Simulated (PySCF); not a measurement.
**C$_{4}$H$_{14}$Si$_{2}$ (SMILES CCCC([SiH3])[SiH3]): density, localisation and related maps**

```
atom    x (Å)    y (Å)    z (Å)
   C  -3.2296   0.0677  -0.3247
   C  -1.8184   0.4337   0.1048
   C  -0.8274  -0.7121  -0.0688
   C   0.5967  -0.4192   0.4345
  Si   1.6976  -1.9502   0.3008
  Si   1.4221   1.0513  -0.4262
   H  -3.6119  -0.7908   0.2510
   H  -3.2638  -0.2092  -1.3906
   H  -3.9282   0.9048  -0.1763
   H  -1.4753   1.3123  -0.4698
   H  -1.8181   0.7515   1.1626
   H  -1.2259  -1.6016   0.4533
   H  -0.7879  -0.9927  -1.1378
   H   0.5662  -0.1739   1.5139
   H   1.9544  -2.2841  -1.1358
   H   1.0217  -3.1243   0.9386
   H   3.0095  -1.7210   0.9798
   H   0.8304   2.3626  -0.0168
   H   1.2689   0.9059  -1.9081
   H   2.8814   1.0871  -0.0975
```

Geometry: PBE0-D3(BJ)/def2-SVP.

The calculation used PySCF, PBE0/pcSseg-1, SCF density, gas phase, non-relativistic.

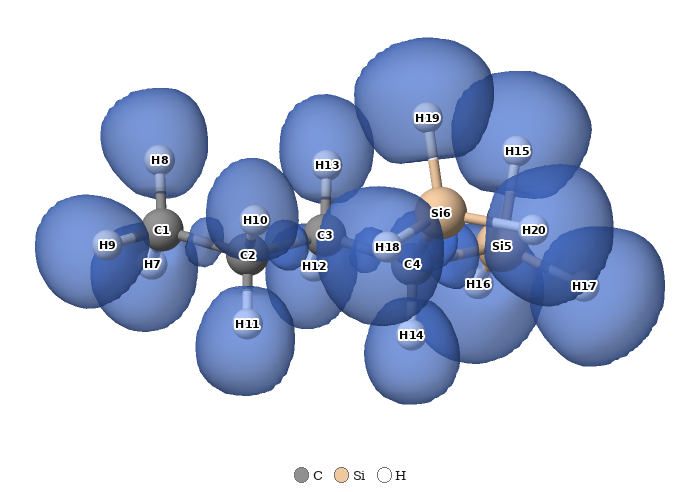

Figure 1. Isosurface of the electron localisation function at 0.85 (blue), seen from one side. Core shells and regions of very low density are left out.

Identify the bonds, lone pairs and shells in this picture.

Answer. The surface consists of three regions between bonded C–C atoms (shared pairs), two regions between bonded C–Si atoms (shared pairs) and 14 regions around hydrogen nuclei.


C–C (1.52 Å): the ELF peaks at about 0.95 between the atoms: a shared electron pair. C–Si (1.89 Å): the ELF peaks at about 0.95 between the atoms: a shared electron pair.

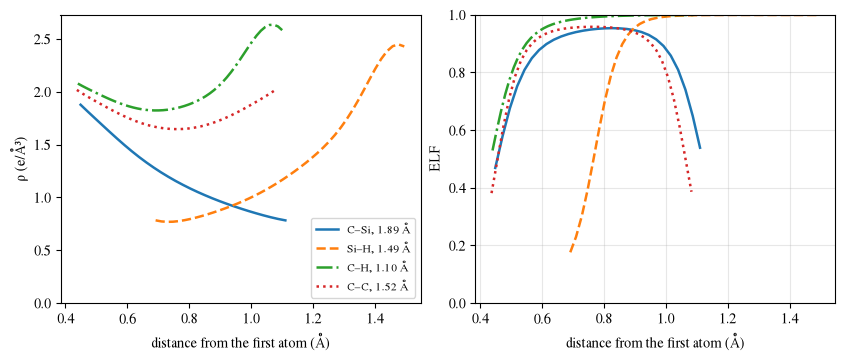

Figure 2. Total electron density and ELF along straight lines between neighbouring atoms. The curves leave out the atomic cores.

What can be read from the curves?

Answer. C–Si (1.89 Å): ρ is about 0.92 e/Å³ halfway; the ELF peaks at about 0.95 between the atoms (a shared electron pair).
Si–H (1.49 Å): ρ at the midpoint is about 0.77 e/Å³; the ELF climbs to about 1 towards the hydrogen, as it does in any bond to H.
C–H (1.10 Å): ρ is about 1.9 e/Å³ halfway; the ELF climbs to about 1 towards the hydrogen: an ordinary covalent bond to hydrogen.
C–C (1.52 Å): ρ at the midpoint is about 1.6 e/Å³; the ELF peaks at about 0.95 between the atoms: a shared electron pair.
